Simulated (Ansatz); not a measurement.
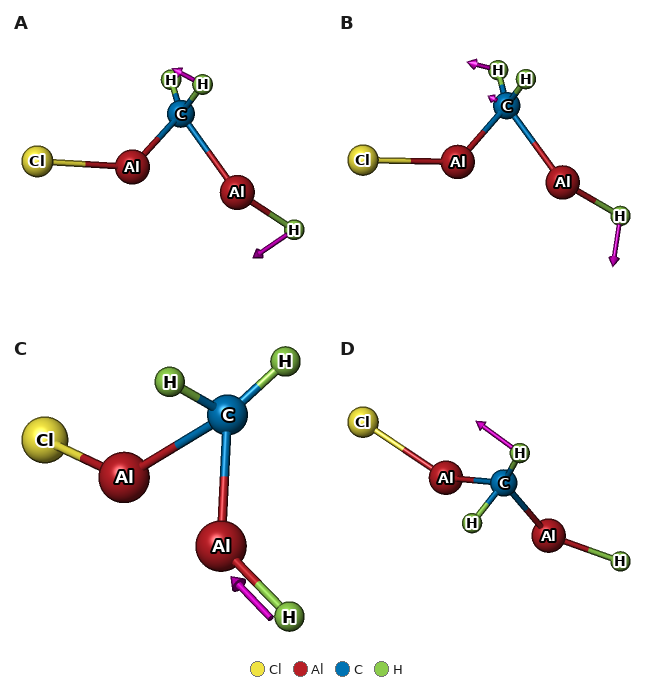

4 normal modes of one molecule or complex, as arrows. Harmonic vibrations computed with RKS PBE0-D4/def2-TZVP (Ansatz 0.2.0) at a stationary point of the same level.

Question: Match the panels to the wavenumbers 260 cm⁻¹, 557 cm⁻¹, 828 cm⁻¹, 1895 cm⁻¹.

Answer: A: 260 cm⁻¹
B: 557 cm⁻¹
C: 1895 cm⁻¹, Al–H stretching
D: 828 cm⁻¹, Al–C–H bending
